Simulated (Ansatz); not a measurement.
# SiO+ (quartet): wB97M-V, B2PLYP, RPA-PBE over a scan of the distance Si1–O2, cc-pVDZ

Aim: run SiO+ (quartet) with these functionals over a scan of the distance Si1–O2, and hold them against the top wave-function level at the same points.

Computed with Ansatz 0.2.0, Gaussian basis. Level: cc-pVDZ, all electrons in the functionals, frozen cores in the correlation of double hybrids and RPA.

The runs, in order: wB97M-V, B2PLYP, RPA-PBE, at 1.539 Å; 1.714 Å; 1.869 Å; 2.366 Å; 3.207 Å; 4.617 Å.

## 1. The system

The geometry derives from a PBE0/def2-TZVP stationary point (not a proven minimum). One bond is set to the value named and the two fragments are kept rigid.

2 atoms, charge 1, spin multiplicity 4.

Atoms are counted from 1 here; the program's logs count them from 0.

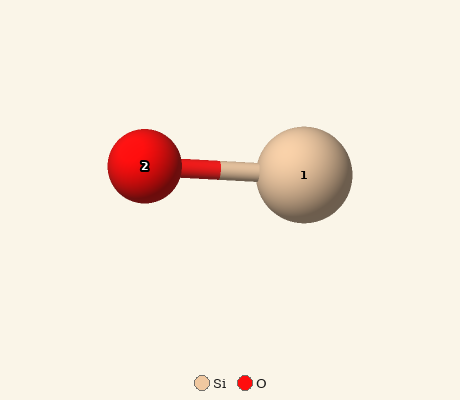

The geometry (silicon light orange, oxygen red); atoms are numbered from 1 in the order of the file.

No dispersion term is added; wB97M-V holds VV10 nonlocal correlation.

The geometry shown and the zero of energy belong to the point 1.714 Å. The yardstick, FCI, and other wave-function levels (R restricted, U unrestricted, valence and pair active spaces) come from earlier runs.

## 2. wB97M-V, 1.539 Å

Input file in.yaml:

```yaml
crystal:
  periodic: [false, false, false]
  atoms:
    - {symbol: Si, position_ang: [0.000000, 0.000000, 0.000000]}
    - {symbol: O, position_ang: [0.000000, 0.000000, 1.539000]}
basis:
  gaussian: {orbitals: cc-pVDZ}
total_charge: 1
magnetization: {spin_polarized: true, initial_magnetization: 3}
hamiltonian: {xc: {name: wB97M-V}}
output: {orbitals: {seedname: orbitals}}
```

Run with:

```sh
ansatz run in.yaml --threads 1 --pin off --events-out ev --progress --plain --max-ram 2880MiB --backend cpu
```

After this run come: wB97M-V, 1.714 Å; wB97M-V, 1.869 Å; wB97M-V, 2.366 Å; wB97M-V, 3.207 Å; wB97M-V, 4.617 Å; B2PLYP, 1.539 Å; B2PLYP, 1.714 Å; B2PLYP, 1.869 Å; B2PLYP, 2.366 Å; B2PLYP, 3.207 Å; B2PLYP, 4.617 Å; RPA-PBE, 1.539 Å; RPA-PBE, 1.714 Å; RPA-PBE, 1.869 Å; RPA-PBE, 2.366 Å; RPA-PBE, 3.207 Å; RPA-PBE, 4.617 Å.

Q: Predict the results of all the runs planned. Wanted: span of the FCI curve; largest miss, wB97M-V; largest miss, B2PLYP; largest miss, RPA-PBE.

As calculated:

```
             quantity                     value
span of the FCI curve             23.6 kcal/mol
largest miss, wB97M-V   -2.8 kcal/mol (2.366 Å)
 largest miss, B2PLYP   -0.9 kcal/mol (2.366 Å)
largest miss, RPA-PBE  -10.1 kcal/mol (4.617 Å)
```

In words: Of the functionals, B2PLYP keep the smallest largest miss at the points compared (at most 0.9 kcal/mol) and RPA-PBE strays most (10.1 kcal/mol, at 4.617 Å). Functionals and the yardstick converge differently with the basis, so part of each miss in cc-pVDZ is the basis.
